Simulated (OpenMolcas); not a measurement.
**Predicting a hybrid from its neighbours: SiH2Br2 (dibromosilane)**

SiH2Br2 has 5 atoms, charge 0, and is taken as a singlet. SMILES: `Br[SiH2]Br`. The coordinates come from a PBE0-D4/def2-TZVP relaxation.

The dipole moment y, in D, basis def2-SVP; a is the functional's share of exact exchange. Programs: OpenMolcas 26.06.

| functional | program | a | y (D) |
| --- | --- | --- | --- |
| TPSS | OpenMolcas | 0 | 1.11 |
| revPBE | OpenMolcas | 0 | 1.04 |
| B3LYP | OpenMolcas | 0.2 | 1.13 |
| B97-2 | OpenMolcas | 0.21 | 1.20 |
| PBE0 | OpenMolcas | 0.25 | ? |
| BHLYP | OpenMolcas | 0.5 | 1.28 |

**Question.** Fit y = c + s·a to the known rows and predict PBE0.

**Answer.** 
1. Means of the 5 rows: a = 0.1820, y = 1.152.
2. Σ(Δa)² = 0.16848, Σ(Δa·Δy) = 0.06968, so the slope is 0.06968/0.16848 = 0.41358.
3. Intercept: 1.152 − (0.41358) × 0.1820 = 1.077. The largest residual of the fit is 0.037.
4. PBE0: 1.077 + (0.41358) × 0.25 = 1.18 D.

The run gave 1.20 D, so the prediction is off by -0.02 D, within the scatter of the fit. More exact exchange makes the molecule more polar here. The rows mix families of semi-local functionals, which the line can't see.

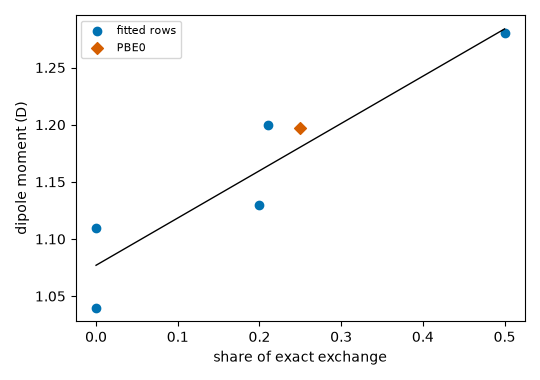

The fitted line, with the withheld row.
